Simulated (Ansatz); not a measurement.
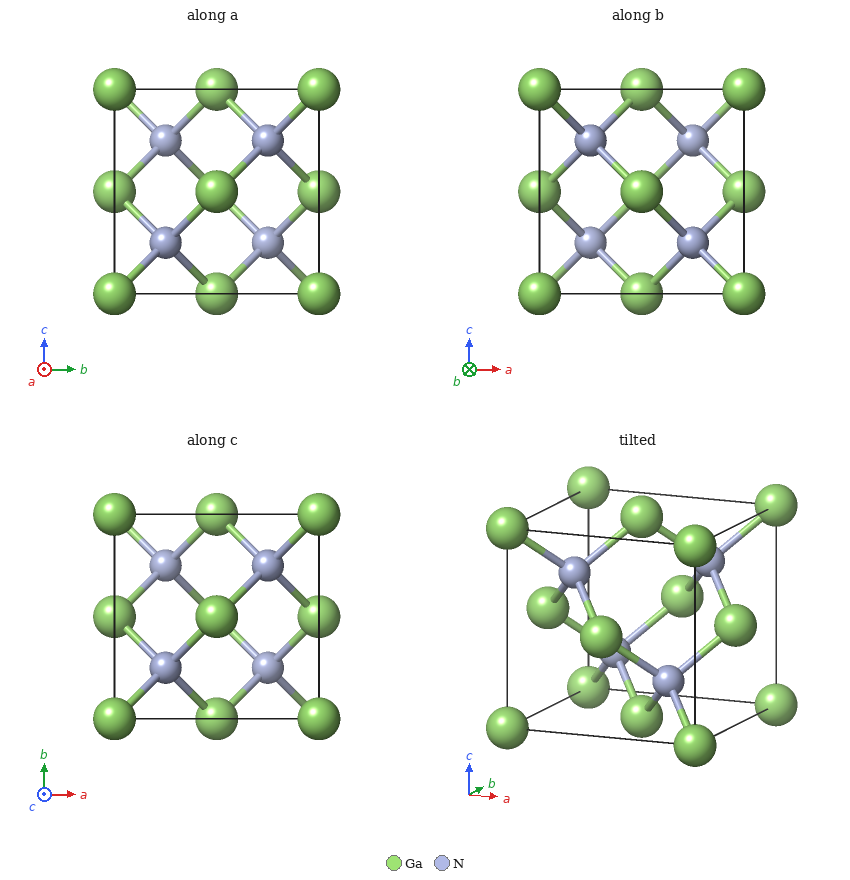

A ball-and-stick rendering, viewed along the a axis, along the b axis, along the c axis and slightly off an axis. Lines trace the edges of the conventional unit cell.

Lattice parameters: a = 4.364 Å, b = 4.364 Å, c = 4.364 Å, α = 90.00°, β = 90.00°, γ = 90.00°. Put a along x and b in the xy plane.

Question: Set out the cell and atoms as a POSCAR file.

Answer:
```
Ga N
1.0
     4.364    0.000    0.000
     0.000    4.364    0.000
     0.000    0.000    4.364
Ga N
4 4
Direct
  0.0000 0.0000 0.0000
  0.0000 0.5000 0.5000
  0.5000 0.0000 0.5000
  0.5000 0.5000 0.0000
  0.2500 0.2500 0.7500
  0.2500 0.7500 0.2500
  0.7500 0.2500 0.2500
  0.7500 0.7500 0.7500
```

Origin of the cell: a structure type filled with these elements by a generator (whether the compound takes this form wasn't checked). Earlier steps of the study, as a rule a relaxation of our own, may have changed the cell and positions, so they can lie some per cent off the listed ones. It was run through Ansatz as a DFT input.
